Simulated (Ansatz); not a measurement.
Scan of one atom of the cell for HfO2 (fluorite)

Relaxed HfO₂ (fluorite):

```xyz
6
Lattice="0.0000 5.0585 5.0585 2.5292 0.0000 2.5292 2.5292 2.5292 0.0000" Properties=species:S:1:pos:R:3 pbc="T T T"
Hf     0.0000     0.0000     0.0000
Hf     0.0000     2.5292     2.5292
O      1.2646     1.2646     1.2646
O      1.2646     3.7938     3.7938
O      3.7938     3.7938     3.7938
O      3.7938     6.3231     6.3231
```

In each cell atom 5 (O, nearest neighbour Hf at 2.190 Å; its periodic images, 3.6 Å or more away, move with it) moves by s·(0.707, 0.707, 0.000) (along Cartesian [110]), the rest being held.

Computed with r2SCAN (plane waves to 500 eV, PAW, scalar-relativistic; Ansatz, a program for electronic structure). k mesh 9×9×9 (Γ-centred), Fermi-Dirac smearing 0.05 eV. Energies are smeared free energies. Left out: 4 of 11 points, with atoms too close for the PAW data. F∥ is the force on the atom along that direction. HfO2 is run without spin polarisation. HfO2 was relaxed with its symmetry unable to fall. Spin-orbit coupling is left out, though Hf is heavy. This is a high-temperature form of HfO2. The zero of ΔE is the undisplaced structure.

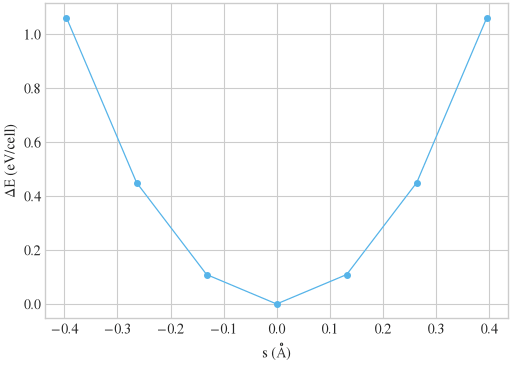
ΔE (eV/cell) against s (Å); one marker a computed point.

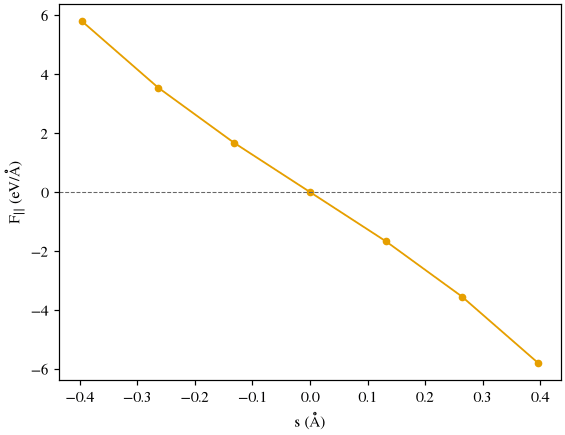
F∥ (eV/Å) against s (Å); markers are the computed points, lines only join them.

The force along the line at s = -0.396 Å is 5.79 eV/Å and the energy at s = 0.396 Å is 1061 meV/cell. Harmonic estimate at the end of the scan: ½ks² = 973 meV/cell against the computed 1061 meV/cell, so the well is stiffer than harmonic there. Shape of the curve: a single well with its minimum at or next to zero displacement. Symmetry of the curve: even: the same for both signs.

With its periodic images moving along, the atom's site symmetry in this cell is 3m.

(For displaced atoms, the force is minus the slope of the energy, and its curvature is a force constant, which sets phonon frequencies.)
